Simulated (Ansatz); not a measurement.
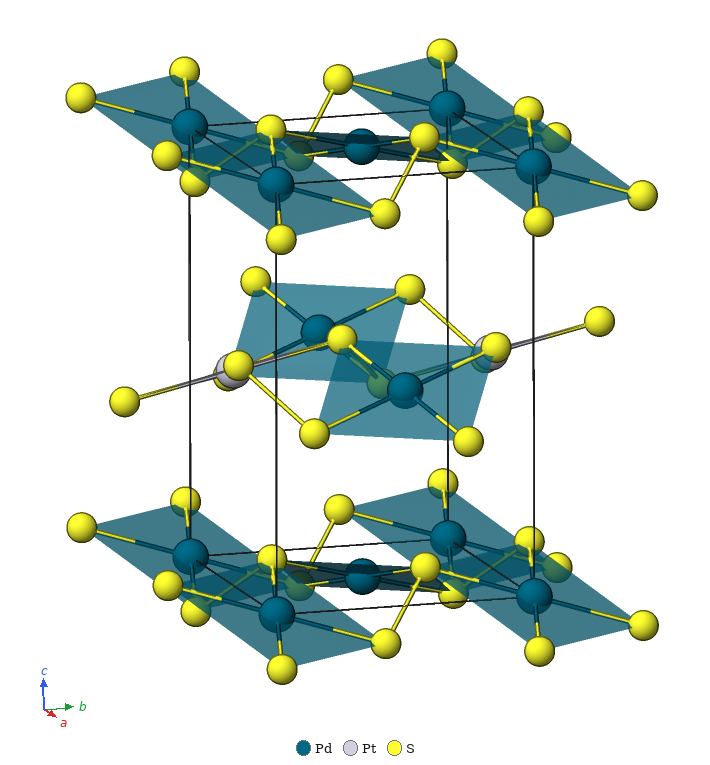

Drawn in the polyhedral manner and seen slightly off an axis. The parallelepiped is the conventional unit cell. Some atoms of the next cells are drawn as well.

Pd$_{3}$PtS$_{8}$, space group P-1 (No. 2), a = 5.486 Å, b = 5.577 Å, c = 9.040 Å, α = 90.42°, β = 90.38°, γ = 90.03°. The initial geometry was a structure type filled with these elements by a generator (whether the compound takes this form wasn't checked). Earlier steps of the study, as a rule a relaxation of our own, may have changed the cell and positions, so they can lie some per cent off the listed ones. It was the input of a calculation with Ansatz.

This one geometry was computed with Ansatz (DFT, plane waves, PAW) at three levels of theory: r2SCAN, PBE and LDA.

Which level gives the highest pressure at this volume, and what does that say about its equilibrium volume?

Highest: PBE (0.0 GPa), which points to the largest equilibrium volume. Lowest, with the smallest volume: LDA (-5.5 GPa). Levels within 0.5 GPa of each other can't be told apart.

How does the band gap change with the level of theory?

LDA: a gap of 0.77 eV, indirect; PBE: a gap of 0.84 eV, indirect; r2SCAN: a gap of 1.00 eV, indirect.

Collect the results in a table.

| level | cutoff (eV) | k-mesh of the run's cell | gap (eV) | pressure (GPa) |
| --- | --- | --- | --- | --- |
| r2SCAN | 500 | 6×6×4 | 1.00 | -1.8 |
| PBE | 420 | 6×6×4 | 0.84 | 0.0 |
| LDA | 420 | 6×6×4 | 0.77 | -5.5 |

Gaps are taken on the k-mesh or band path of each run.
